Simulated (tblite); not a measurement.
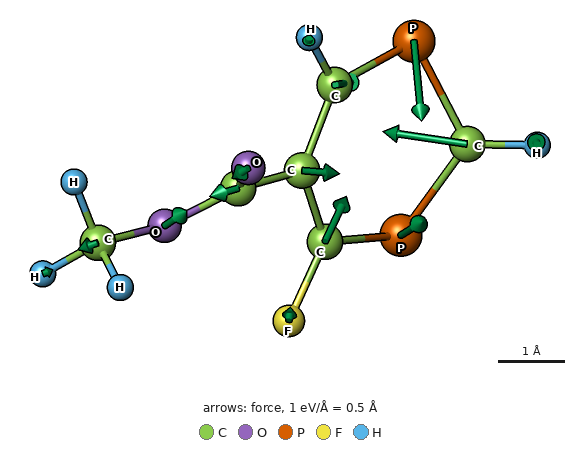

Starting geometry of C$_{6}$H$_{5}$FO$_{2}$P$_{2}$ with the computed forces as green arrows. The picture is a ball-and-stick view, seen from a free direction.

These are results of GFN2-xTB geometry optimisation, gas phase (tblite 0.8.0), not measurements. 

What follows when this structure is relaxed?

Answer. It isn't relaxed: the largest force vector, on a P atom, is 3.22 eV/Å. The final displacements follow the starting forces only in part (cosine between the two patterns 0.41). The energy falls by 155.2 kJ/mol in 55 geometry steps. An H atom moves most after the best rigid fit: 0.89 Å. Largest moves by element: H 0.89 Å, P 0.47 Å, O 0.36 Å, C 0.25 Å, F 0.08 Å. Some distances before and after: C–P 1.843 → 1.732 Å, C–P 1.825 → 1.726 Å, C–O 1.371 → 1.330 Å, C–C 1.466 → 1.502 Å. Among the angles between lasting bonds that change: P–C–P 119.2° → 132.7°, P–C–H 119.8° → 113.3°, C–C–P 124.6° → 130.0°. Groups turn about C–P by about 50°, C–P by about 50°, C–P by about 25°.
